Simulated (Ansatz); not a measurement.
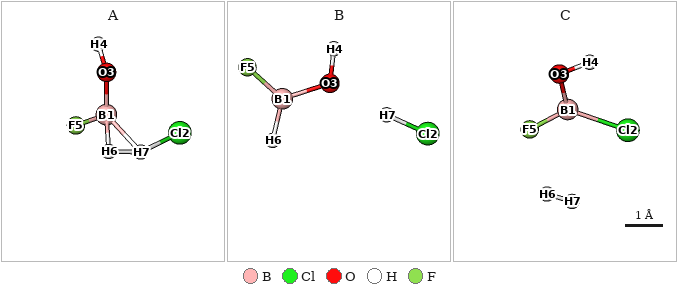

3 geometries from a converged minimum-energy path of BH$_{3}$OClF, made up at the start of BHOClF and H₂, shuffled. Style: ball-and-stick. Shown from a free direction.

Computed with Ansatz 0.2.0, RKS PBE/6-31G*. Run with 5 movable images; climbing image; force threshold 0.05 eV/Å; iteration limit 60; starting path through a guess of the saddle point.

Q: Which of them lies highest in energy?

A: A. In order along the path, whose images run from 0 to 6: C (image 0, 0.00 eV), A (image 3, +1.83 eV), B (image 6, +0.55 eV). Breaking: B1–Cl2 (1.78 → 2.19 at the top → 4.25 Å), H6–H7 (0.75 → 0.99 at the top → 3.22 Å). Forming: B1–H6 (3.34 → 1.34 at the top → 1.20 Å), Cl2–H7 (3.53 → 1.65 at the top → 1.31 Å).

Limits of the set-up: the start holds two separate molecules, 3.3 Å apart at their closest, whose relative position is a soft coordinate and is computed without a dispersion correction.
